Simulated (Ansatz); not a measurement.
Consider C4H12N···F6Sb (tetramethylammonium hexafluoroantimonate).

The calculation's input:

```
crystal:
  periodic: [false, false, false]
  atoms:
    - {symbol: C, position_ang: [-0.671622, 1.410686, -0.410010]}
    - {symbol: N, position_ang: [0.196622, 1.009823, 0.756315]}
    - {symbol: C, position_ang: [1.516367, 0.494146, 0.240840]}
    - {symbol: C, position_ang: [-0.492461, -0.081799, 1.535825]}
    - {symbol: C, position_ang: [0.429687, 2.193368, 1.641916]}
    - {symbol: H, position_ang: [-0.867853, 0.511251, -1.021215]}
    - {symbol: H, position_ang: [-1.616508, 1.823795, -0.012720]}
    - {symbol: H, position_ang: [-0.133093, 2.174041, -1.000250]}
    - {symbol: H, position_ang: [2.014480, 1.308403, -0.315814]}
    - {symbol: H, position_ang: [2.130859, 0.184986, 1.105496]}
    - {symbol: H, position_ang: [1.316960, -0.364537, -0.425013]}
    - {symbol: H, position_ang: [-1.469540, 0.300354, 1.881632]}
    - {symbol: H, position_ang: [-0.630976, -0.950438, 0.867448]}
    - {symbol: H, position_ang: [0.145277, -0.350294, 2.397260]}
    - {symbol: H, position_ang: [-0.541199, 2.551936, 2.029275]}
    - {symbol: H, position_ang: [0.918260, 2.993426, 1.056206]}
    - {symbol: H, position_ang: [1.081363, 1.894231, 2.483158]}
    - {symbol: F, position_ang: [-1.535304, -2.406000, -3.492349]}
    - {symbol: Sb, position_ang: [-0.485120, -2.502048, -1.874896]}
    - {symbol: F, position_ang: [-1.364060, -4.112221, -1.274542]}
    - {symbol: F, position_ang: [-1.826013, -1.401227, -0.921192]}
    - {symbol: F, position_ang: [0.944240, -3.475880, -2.732827]}
    - {symbol: F, position_ang: [0.552461, -2.421719, -0.192546]}
    - {symbol: F, position_ang: [0.387154, -0.784276, -2.321978]}
basis:
  gaussian: {orbitals: def2-TZVP, initial_orbitals: start.molden}
hamiltonian: {xc: pbe0, dispersion: d4}
scf: {omitted_lower_state_checks: [starts]}
output: {orbitals: {seedname: orbitals}}
```

Launched as:

```sh
ansatz run in.yaml --threads 4 --pin off --events-out ev --progress --plain --max-ram 6963MiB
```

Geometry: PBE-D4/def2-SVP; core potentials replace the inner electrons of Sb.

Method: RKS PBE0-D4/def2-TZVP (Ansatz 0.2.0).

What will maps of the electron density and electron localisation function show?

Answer. C–N (1.50 Å): the density is about 1.8 e/Å³ at the midpoint; the ELF peaks at about 0.95 between the atoms, as expected for a covalent bond.
Sb–F (1.93 Å): the density is about 0.85 e/Å³ at the midpoint; the ELF peaks at about 0.80 in the valence shell of F, 0.5 Å from its nucleus, and drops to about 0.15 between the two atoms.
C–H (1.10 Å): the density is about 2.1 e/Å³ at the midpoint; the ELF climbs to about 1 towards the hydrogen, as it does in any bond to H (an ordinary covalent bond to hydrogen).
Sb–F (1.98 Å): the density is about 0.75 e/Å³ at the midpoint; the ELF peaks at about 0.80 in the valence shell of F, 0.5 Å from its nucleus, and drops to about 0.15 between the two atoms.

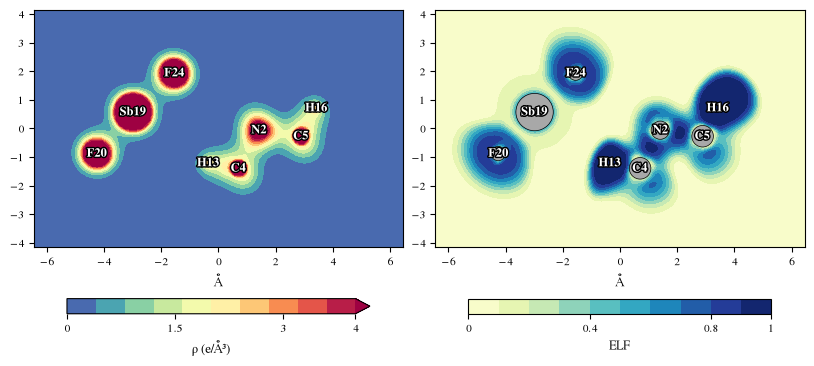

Computed electron density and electron localisation function on the plane of atoms N2, C4 and H13, in this order. Grey discs cover the atomic cores in the ELF map. 
